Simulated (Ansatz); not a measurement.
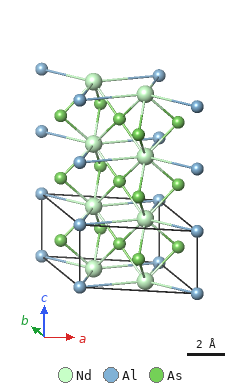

A crystal of Nd2AlAs3 (a generated structure, set up in P6/mmm) (coarse preliminary run), before the relaxation. The picture is a ball-and-stick view of the cell of the calculation, repeated 1 × 1 × 3 with one cell outlined, seen slightly off an axis.

The calculation used DFT PBE, scalar-relativistic, plane waves, PAW; 4f electrons in the core of a trivalent norm-conserving potential (Ansatz).

Input file:
```yaml
crystal:
  lattice:
    - [6.55996071, 0.0, 0.0]
    - [-3.27998035, 5.68109262, 0.0]
    - [0.0, 0.0, 3.54999924]
  atoms:
    - { symbol: Nd, position: [0.33333333, 0.66666667, 0.0] }
    - { symbol: Nd, position: [0.66666667, 0.33333333, 0.0] }
    - { symbol: Al, position: [0.0, 0.0, 0.0] }
    - { symbol: As, position: [0.5, 0.0, 0.5] }
    - { symbol: As, position: [0.5, 0.5, 0.5] }
    - { symbol: As, position: [0.0, 0.5, 0.5] }
basis:
  ecutwfc: 660
kpoints:
  mp_grid: { grid: [3, 3, 6] }
hamiltonian:
  xc: pbe
  pseudopotentials:
    kind: paw
    azcp: { Nd: "pseudopotentials/pbe/nc/lanthanide_3plus/Nd.nc.azcp" }
scf:
  occupations: { method: gaussian, width: 0.1 }
  lower_state_search: "off"
output:
  forces: true
  stress: true
  eigenvalues: true
relax:
  adjacent_minimum: "off"
  f_tol: 0.04
  max_steps: 70
  cell: { stress_tol: 0.4 }
```

Run as
```bash
ansatz run input.yaml --threads 1 --pin off --max-ram 2560MiB --backend cpu --events-out ev --progress --plain --runs-dir out
```

> Where does the relaxation end?

The atoms keep their places relative to the cell (all moves are under 0.005 Å). The drawn cell changes as follows: a = b 6.560 → 6.646 Å (+1.3 %), c 3.550 → 4.435 Å (+24.9 %); the volume changes by +28.2 %. Among the contacts that change: Nd1–Nd1 3.550 → 4.435 Å, Nd1–As4 2.596 → 2.932 Å, Nd1–Al3 3.787 → 3.837 Å. Bond angles that change, for instance: Nd1–As5–Nd2 93.7° → 81.7°, Nd1–As5–Nd1 86.3° → 98.3°. The space group stays P6/mmm (No. 191). Over 8 accepted moves (10 points after the start) the energy falls by 4.829 eV per cell of the calculation. All forces vanish by symmetry, so only the cell relaxes. The pressure goes from 33.41 to −0.05 GPa. At 2 points the geometry stayed and the basis and grid were re-selected for the new cell (energy shift of 40.3 meV per cell of the calculation at most each time).

Final geometry:

```
CELL_PARAMETERS angstrom
6.64636 0.00000 0.00000
-3.32318 5.75592 0.00000
0.00000 0.00000 4.43471
ATOMIC_POSITIONS crystal
Nd 0.33333 0.66667 0.00000
Nd 0.66667 0.33333 0.00000
Al 0.00000 0.00000 0.00000
As 0.50000 0.00000 0.50000
As 0.50000 0.50000 0.50000
As 0.00000 0.50000 0.50000
```

After the run, drawn alike:

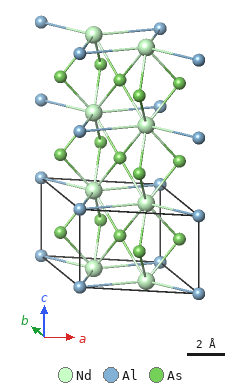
